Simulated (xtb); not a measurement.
Geometry relaxation of SiP3H5 (part 2 of 2)

The same run, continued: SiP3H5, SMILES [SiH3]p1[pH][pH]1; GFN2-xTB (xtb 6.7.1).  The settings are looser than a standard set-up, so the numbers are not reference values.

Geometry of the input (Å):
```
Si -0.6202  0.8983  -0.8769
P  -1.1915  -0.7940  0.5285
P  0.4408  -2.1473  0.5098
P  0.2998  -0.7576  2.0666
H  -0.9218  0.4659  -2.1875
H  -1.3495  2.1373  -0.3781
H  0.9130  1.1031  -0.8309
H  1.3209  -1.3961  -0.3491
H  1.1265  0.3201  1.6379
```

The program's output, continued
```
 iter      E             dE          RMSdq      gap      omega  full diag
   1    -11.9139579 -0.119140E+02  0.189E-01    3.18       0.0  T
   2    -11.9139716 -0.137169E-04  0.118E-01    3.17       1.0  T
   3    -11.9139732 -0.151730E-05  0.657E-02    3.17       1.0  T
   4    -11.9139740 -0.797968E-06  0.386E-02    3.17       1.0  T
   5    -11.9139742 -0.263063E-06  0.227E-02    3.17       1.5  T
   6    -11.9139743 -0.921141E-07  0.145E-02    3.17       2.3  T
   7    -11.9139744 -0.107820E-06  0.462E-03    3.17       7.2  T
   8    -11.9139744 -0.382937E-08  0.157E-03    3.17      21.2  T
   9    -11.9139744 -0.247416E-09  0.560E-04    3.17      59.5  T
  10    -11.9139744 -0.533351E-10  0.305E-04    3.17     109.3  T
     SCC iter.                  ...        0 min,  0.008 sec
     gradient                   ...        0 min,  0.007 sec
 * total energy  :   -11.8434489 Eh     change       -0.1590266E-04 Eh
   gradient norm :     0.0034777 Eh/α   predicted    -0.8547204E-04 ( 437.47%)
   displ. norm   :     0.0452716 α      lambda       -0.1060858E-03
   maximum displ.:     0.0316921 α      in ANC's #10, #6, #11, ...

   *** GEOMETRY OPTIMIZATION CONVERGED AFTER 5 ITERATIONS ***

------------------------------------------------------------------------
 total energy gain   :        -0.0087390 Eh       -5.4838 kcal/mol
 total RMSD          :         0.1073486 a0        0.0568 Å
 total power (kW/mol):        -4.5888449 (step) -233.8886 (real)
------------------------------------------------------------------------

 ANCopt (total)                0 d,  0 h,  0 min,  0.098 sec
 optimizer setup                ...        0 min,  0.000 sec (  0.171%)
 model hessian                  ...        0 min,  0.001 sec (  0.974%)
 ANC generation                 ...        0 min,  0.000 sec (  0.252%)
 coordinate transformation      ...        0 min,  0.000 sec (  0.082%)
 single point calculation       ...        0 min,  0.094 sec ( 96.111%)
 optimization log               ...        0 min,  0.000 sec (  0.503%)
 hessian update                 ...        0 min,  0.000 sec (  0.080%)
 rational function              ...        0 min,  0.001 sec (  0.637%)

================
 final structure:
================
9
 xtb: 6.7.1
Si          -0.59018009710600        0.90911741097020       -0.86704129927747
P           -1.20006665212419       -0.75568973955471        0.52826704557368
P            0.47314555422796       -2.14985529768599        0.47817718653342
P            0.27808435466192       -0.73293955562727        2.12913915257681
H           -0.98278227519923        0.48073779861909       -2.20736750949790
H           -1.30863624872450        2.09612293436391       -0.40882418059251
H            0.86591128861195        1.13282363229234       -0.81339753803634
H            1.35145217834518       -1.40372978276066       -0.32265473034278
H            1.13103189730693        0.25312259938308        1.60407187306310

 Bond Distances (Angstroems)
 ---------------------------
Si1-P2=2.2562        Si1-H5=1.4609        Si1-H6=1.4612        Si1-H7=1.4742        P2-Si1=2.2562        P2-P3=2.1785
P2-P4=2.1790         P3-P2=2.1785         P3-P4=2.1843         P3-H8=1.4034         P4-P2=2.1790         P4-P3=2.1843
P4-H9=1.4055         H5-Si1=1.4609        H6-Si1=1.4612        H7-Si1=1.4742        H8-P3=1.4034         H9-P4=1.4055
 Si H  Rav=1.4654 sigma=0.0062  Rmin=1.4609  Rmax=1.4742     3
 P  H  Rav=1.4045 sigma=0.0011  Rmin=1.4034  Rmax=1.4055     2
 P  Si Rav=2.2562 sigma=0.0000  Rmin=2.2562  Rmax=2.2562     1
 P  P  Rav=2.1806 sigma=0.0026  Rmin=2.1785  Rmax=2.1843     3

 selected bond angles (degree)
 --------------------
H5-Si1-P2=106.16               H6-Si1-P2=105.82               H6-Si1-H5=113.19               H7-Si1-P2=110.88
H7-Si1-H5=110.08               H7-Si1-H6=110.55               P3-P2-Si1=104.50               P4-P2-Si1=105.26
P4-P2-P3= 60.17                P4-P3-P2= 59.93                H8-P3-P2= 98.83                H8-P3-P4= 98.18
P3-P4-P2= 59.90                H9-P4-P2= 98.31                H9-P4-P3= 96.81

 selected dihedral angles (degree)
 ---------------------------------
P3-P2-Si1-H5= 85.56           P3-P2-Si1-H6=206.10           P3-P2-Si1-H7=326.01           P4-P2-Si1-H5=148.04
P4-P2-Si1-H6=268.59           P4-P2-Si1-H7= 28.49           P4-P3-P2-Si1= 99.51           H8-P3-P2-Si1=  5.12
H8-P3-P2-P4=265.62            P3-P4-P2-Si1=261.80           H9-P4-P2-Si1=354.88           H9-P4-P2-P3= 93.08
P2-P4-P3-H8= 95.51            H9-P4-P3-P2=264.32            H9-P4-P3-H8=359.83
           -------------------------------------------------
          |                Final Singlepoint                |
           -------------------------------------------------

          ...................................................
          :                      SETUP                      :
          :.................................................:
          :  # basis functions                  45          :
          :  # atomic orbitals                  41          :
          :  # shells                           17          :
          :  # electrons                        24          :
          :  max. iterations                   250          :
          :  Hamiltonian                  GFN2-xTB          :
          :  restarted?                      false          :
          :  GBSA solvation                  false          :
          :  PC potential                    false          :
          :  electronic temp.          300.0000000     K    :
          :  accuracy                    1.0000000          :
          :  -> integral cutoff          0.2500000E+02      :
          :  -> integral neglect         0.1000000E-07      :
          :  -> SCF convergence          0.1000000E-05 Eh   :
          :  -> wf. convergence          0.1000000E-03 e    :
          :  Broyden damping             0.4000000          :
          :  net charge                          0          :
          :  unpaired electrons                  0          :
          ...................................................

 iter      E             dE          RMSdq      gap      omega  full diag
   1    -11.9139744 -0.119140E+02  0.136E-04    3.17       0.0  T
   2    -11.9139744 -0.413891E-11  0.806E-05    3.17     413.5  T
   3    -11.9139744  0.389022E-12  0.666E-05    3.17     500.6  T

   *** convergence criteria satisfied after 3 iterations ***

         #    Occupation            Energy/Eh            Energy/eV
      -------------------------------------------------------------
         1        2.0000           -0.7576669             -20.6172
       ...           ...                  ...                  ...
         6        2.0000           -0.4650555             -12.6548
         7        2.0000           -0.4628588             -12.5950
         8        2.0000           -0.4478287             -12.1860
         9        2.0000           -0.4269510             -11.6179
        10        2.0000           -0.4149917             -11.2925
        11        2.0000           -0.3993518             -10.8669
        12        2.0000           -0.3880442             -10.5592 (HOMO)
        13                         -0.2717131              -7.3937 (LUMO)
        14                         -0.2424933              -6.5986
        15                         -0.2300238              -6.2593
        16                         -0.2178490              -5.9280
        17                         -0.2070597              -5.6344
       ...                                ...                  ...
        41                          1.1686077              31.7994
      -------------------------------------------------------------
                  HL-Gap            0.1163311 Eh            3.1655 eV
             Fermi-level           -0.3298787 Eh           -8.9765 eV

 SCC (total)                   0 d,  0 h,  0 min,  0.014 sec
 SCC setup                      ...        0 min,  0.000 sec (  0.756%)
 Dispersion                     ...        0 min,  0.000 sec (  0.298%)
 classical contributions        ...        0 min,  0.000 sec (  0.114%)
 integral evaluation            ...        0 min,  0.003 sec ( 22.336%)
 iterations                     ...        0 min,  0.003 sec ( 24.539%)
 molecular gradient             ...        0 min,  0.007 sec ( 50.062%)
 printout                       ...        0 min,  0.000 sec (  1.671%)

         :::::::::::::::::::::::::::::::::::::::::::::::::::::
         ::                     SUMMARY                     ::
         :::::::::::::::::::::::::::::::::::::::::::::::::::::
         :: total energy             -11.843448858765 Eh    ::
         :: gradient norm              0.003478949213 Eh/a0 ::
         :: HOMO-LUMO gap              3.165530624444 eV    ::
         ::.................................................::
         :: SCC energy               -11.913968170611 Eh    ::
         :: -> isotropic ES            0.020451051135 Eh    ::
         :: -> anisotropic ES         -0.005223320600 Eh    ::
         :: -> anisotropic XC          0.003813674551 Eh    ::
         :: -> dispersion             -0.008944030693 Eh    ::
         :: repulsion energy           0.070519311846 Eh    ::
         :: add. restraining           0.000000000000 Eh    ::
         :: total charge               0.000000000000 e     ::
         :::::::::::::::::::::::::::::::::::::::::::::::::::::

           -------------------------------------------------
          |                Property Printout                |
           -------------------------------------------------

    * Orbital Energies and Occupations

         #    Occupation            Energy/Eh            Energy/eV
      -------------------------------------------------------------
         1        2.0000           -0.7576669             -20.6172
         2        2.0000           -0.6926772             -18.8487
         3        2.0000           -0.6396824             -17.4066
         4        2.0000           -0.6214937             -16.9117
         5        2.0000           -0.4935754             -13.4309
         6        2.0000           -0.4650555             -12.6548
         7        2.0000           -0.4628588             -12.5950
         8        2.0000           -0.4478287             -12.1860
         9        2.0000           -0.4269510             -11.6179
        10        2.0000           -0.4149917             -11.2925
        11        2.0000           -0.3993518             -10.8669
        12        2.0000           -0.3880442             -10.5592 (HOMO)
        13                         -0.2717131              -7.3937 (LUMO)
        14                         -0.2424933              -6.5986
        15                         -0.2300238              -6.2593
        16                         -0.2178490              -5.9280
        17                         -0.2070597              -5.6344
        18                         -0.1931100              -5.2548
        19                         -0.1807832              -4.9194
        20                         -0.1266063              -3.4451
        21                         -0.1033052              -2.8111
        22                         -0.0969304              -2.6376
        23                         -0.0901689              -2.4536
       ...                                ...                  ...
        41                          1.1686077              31.7994
      -------------------------------------------------------------
                  HL-Gap            0.1163311 Eh            3.1655 eV
             Fermi-level           -0.3298787 Eh           -8.9765 eV

     #   Z          covCN         q      C6AA      α(0)
     1  14 Si       3.692     0.482    97.658    18.929
     2  15 P        2.882    -0.316   175.218    23.786
     3  15 P        2.939    -0.067   163.292    22.959
     4  15 P        2.937    -0.056   162.774    22.922
     5   1 H        0.919    -0.060     4.342     3.259
     6   1 H        0.919    -0.061     4.371     3.270
     7   1 H        0.915    -0.066     4.522     3.326
     8   1 H        0.976     0.072     2.060     2.243
     9   1 H        0.976     0.072     2.058     2.242

 Mol. C6AA /au·bohr⁶  :       3332.446517
 Mol. C8AA /au·bohr⁸  :     162864.165990
 Mol. α(0) /au        :        102.935033

Wiberg/Mayer (AO) data.
largest (>0.10) Wiberg bond orders for each atom

 ---------------------------------------------------------------------------
     #   Z sym  total        # sym  WBO       # sym  WBO       # sym  WBO
 ---------------------------------------------------------------------------
     1  14 Si   3.591 --     6 H    0.885     5 H    0.884     2 P    0.874
                             7 H    0.867
     2  15 P    3.361 --     3 P    1.149     4 P    1.147     1 Si   0.874
     3  15 P    3.317 --     4 P    1.159     2 P    1.149     8 H    0.937
     4  15 P    3.315 --     3 P    1.159     2 P    1.147     9 H    0.936
     5   1 H    0.996 --     1 Si   0.884
     6   1 H    0.996 --     1 Si   0.885
     7   1 H    0.996 --     1 Si   0.867
     8   1 H    0.995 --     3 P    0.937
     9   1 H    0.995 --     4 P    0.936
 ---------------------------------------------------------------------------

Topologies differ in total number of bonds
Writing topology from bond orders to xtbtopo.mol

molecular dipole:
                 x           y           z       tot (Debye)
 q only:        0.580       1.035      -0.817
   full:        0.558       1.068      -0.855       3.756
molecular quadrupole (traceless):
                xx          xy          yy          xz          yz          zz
 q only:       -0.181      -2.417      -0.435       2.049       0.753       0.616
  q+dip:        2.301      -1.551      -1.854       1.429       2.908      -0.447
   full:        2.155      -2.057      -1.745       1.966       2.270      -0.410

           -------------------------------------------------
          |                Geometry Summary                 |
           -------------------------------------------------

      molecular mass/u    :      126.0464885
   center of mass at/Å    :       -0.2333448      -0.6710631       0.5601449
  moments of inertia/u·Å² :        0.1209833E+03   0.2813587E+03   0.3207161E+03
rotational constants/cm⁻¹ :        0.1393385E+00   0.5991509E-01   0.5256248E-01

 * 9 selected distances

     #   Z          #   Z                                           value/Å
     1  14 Si       2  15 P                                       2.2561983 (max)
     2  15 P        3  15 P                                       2.1784964
     2  15 P        4  15 P                                       2.1790457
     3  15 P        4  15 P                                       2.1843478
     1  14 Si       5   1 H                                       1.4608629
     1  14 Si       6   1 H                                       1.4612066
     1  14 Si       7   1 H                                       1.4741522
     3  15 P        8   1 H                                       1.4033738 (min)
     4  15 P        9   1 H                                       1.4055369

 * 4 distinct bonds (by element types)

   Z      Z             #   av. dist./Å        max./Å        min./Å
   1 H   14 Si          3     1.4654072     1.4741522     1.4608629
   1 H   15 P           2     1.4044554     1.4055369     1.4033738
  14 Si  15 P           1     2.2561983     2.2561983     2.2561983
  15 P   15 P           3     2.1806300     2.1843478     2.1784964

optimized geometry written to: xtbopt.xyz

           -------------------------------------------------
          | TOTAL ENERGY              -11.843448858765 Eh   |
          | GRADIENT NORM               0.003478949213 Eh/α |
          | HOMO-LUMO GAP               3.165530624444 eV   |
           -------------------------------------------------

------------------------------------------------------------------------
------------------------------------------------------------------------
 total:
 *  cpu-time:     0 d,  0 h,  0 min,  0.153 sec
 * ratio c/w:     0.958 speedup
 SCF:
 *  cpu-time:     0 d,  0 h,  0 min,  0.023 sec
 * ratio c/w:     0.971 speedup
 ANC optimizer:
 *  cpu-time:     0 d,  0 h,  0 min,  0.108 sec
 * ratio c/w:     0.953 speedup
```

File xtbopt.xyz
```
9
 energy: -11.843448858765 gnorm: 0.003478949213 xtb: 6.7.1
Si          -0.59018009710600        0.90911741097020       -0.86704129927747
P           -1.20006665212419       -0.75568973955471        0.52826704557368
P            0.47314555422796       -2.14985529768599        0.47817718653342
P            0.27808435466192       -0.73293955562727        2.12913915257681
H           -0.98278227519923        0.48073779861909       -2.20736750949790
H           -1.30863624872450        2.09612293436391       -0.40882418059251
H            0.86591128861195        1.13282363229234       -0.81339753803634
H            1.35145217834518       -1.40372978276066       -0.32265473034278
H            1.13103189730693        0.25312259938308        1.60407187306310
```

Standard error
```
normal termination of xtb
```

Trajectory as extended XYZ (Å, eV, eV/Å), 5 frames, from step=0 to step=4
```
9
Properties=species:S:1:pos:R:3 step=0 energy=-322.03886
Si   -0.6202    0.8983   -0.8769
P    -1.1915   -0.7940    0.5285
P     0.4408   -2.1473    0.5098
P     0.2998   -0.7576    2.0666
H    -0.9218    0.4659   -2.1875
H    -1.3495    2.1373   -0.3781
H     0.9130    1.1031   -0.8309
H     1.3209   -1.3961   -0.3491
H     1.1265    0.3201    1.6379
9
Properties=species:S:1:pos:R:3 step=1 energy=-322.24804
Si   -0.5875    0.8892   -0.8570
P    -1.2371   -0.7566    0.5445
P     0.4741   -2.1357    0.4619
P     0.2654   -0.7164    2.1400
H    -0.9510    0.4674   -2.1951
H    -1.3178    2.0884   -0.3911
H     0.8911    1.1197   -0.8142
H     1.3576   -1.4071   -0.3727
H     1.1232    0.2808    1.6040
9
Properties=species:S:1:pos:R:3 step=2 energy=-322.26441
Si   -0.5887    0.9071   -0.8598
P    -1.1957   -0.7625    0.5192
P     0.4680   -2.1859    0.4680
P     0.2967   -0.7308    2.1162
H    -0.9786    0.4772   -2.2029
H    -1.2956    2.0986   -0.4117
H     0.8633    1.1273   -0.8002
H     1.3263   -1.3873   -0.3142
H     1.1224    0.2861    1.6058
9
Properties=species:S:1:pos:R:3 step=3 energy=-322.27623
Si   -0.5864    0.8997   -0.8597
P    -1.2136   -0.7683    0.5347
P     0.4664   -2.1494    0.4689
P     0.2785   -0.7260    2.1154
H    -0.9828    0.4809   -2.2048
H    -1.2939    2.0909   -0.4108
H     0.8623    1.1372   -0.8074
H     1.3525   -1.3978   -0.3190
H     1.1350    0.2624    1.6029
9
Properties=species:S:1:pos:R:3 step=4 energy=-322.27666
Si   -0.5902    0.9091   -0.8670
P    -1.2001   -0.7557    0.5283
P     0.4732   -2.1499    0.4782
P     0.2781   -0.7329    2.1291
H    -0.9828    0.4807   -2.2074
H    -1.3086    2.0961   -0.4088
H     0.8659    1.1328   -0.8134
H     1.3515   -1.4037   -0.3226
H     1.1310    0.2531    1.6041
```

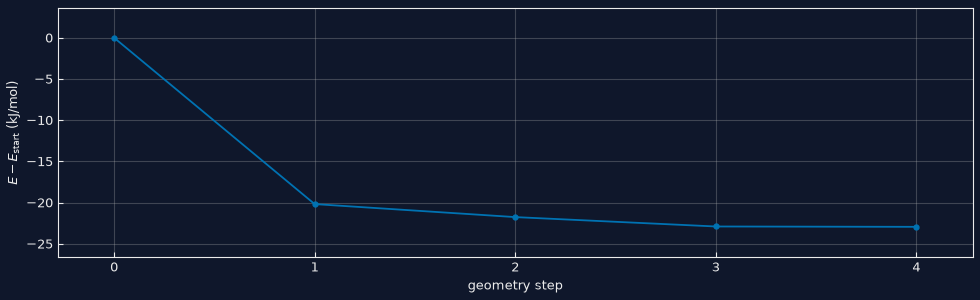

**Figure 1.** Progress of the relaxation, step by step (steps are counted from 0).

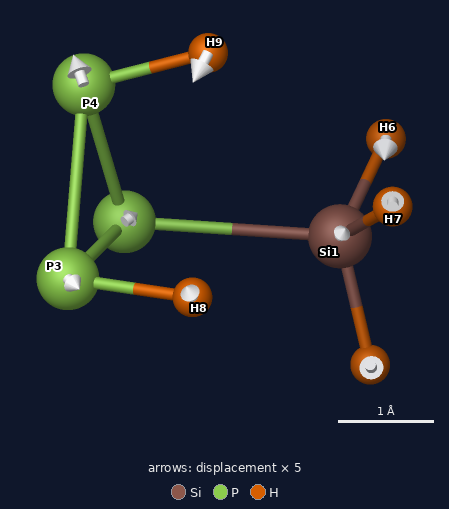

**Figure 2.** The starting structure with the displacements as white arrows, magnified 5 times (ball-and-stick view, seen at a tilt). The two geometries are laid on each other by the best rigid fit. The energy falls by 22.9 kJ/mol in 4 geometry steps. H9 moves most after the best rigid fit: 0.074 Å. By element the largest moves are H 0.074 Å, P 0.072 Å, Si 0.033 Å. Distances before and after: P3–P4 2.092 → 2.184 Å, Si1–H7 1.547 → 1.474 Å, Si1–H6 1.522 → 1.461 Å, P2–P3 2.121 → 2.179 Å. Among the angles that change: P3–P4–H9 103.9° → 96.8°, H5–Si1–H7 106.2° → 110.1°, H5–Si1–H6 116.8° → 113.2°. (Atoms are counted from 1 in the order of the input.)
